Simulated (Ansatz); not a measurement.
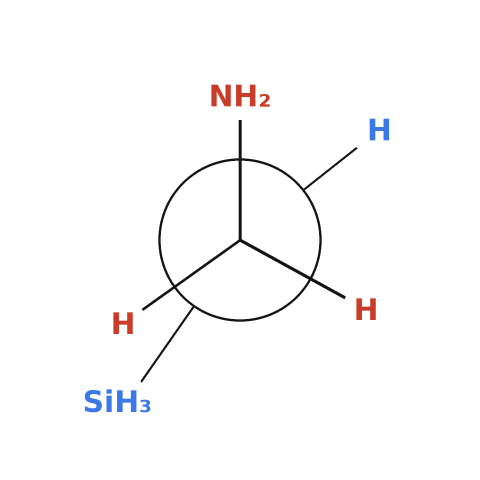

A Newman projection along the C–N bond, carbon in front; angles are drawn as computed, but eclipsed bonds slightly apart. Computed geometry: PBE-D4/def2-SVP optimisation. No frequency run is at hand to confirm it as a minimum.

Which molecule is it?

CH8N2Si, NCN[SiH3]

What is the torsion angle from the front NH2 to the back SiH3? The sign is positive where the front bond must turn clockwise to cover the back bond.

−145°, anticlinal.
